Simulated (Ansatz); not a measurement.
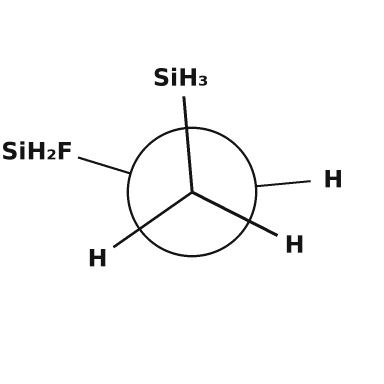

A Newman projection along the Si–N bond, silicon in front; angles are drawn as computed, but eclipsed bonds slightly apart. Computed geometry: PBE-D4/def2-SVP optimisation. No frequency run is at hand to confirm it as a minimum.

### Which molecule is it?

FH8NSi3, F[SiH2]N[SiH2][SiH3]

### What is the torsion angle from the front SiH3 to the back SiH2F? The sign is positive where the front bond must turn clockwise to cover the back bond.

−68°, synclinal (gauche).
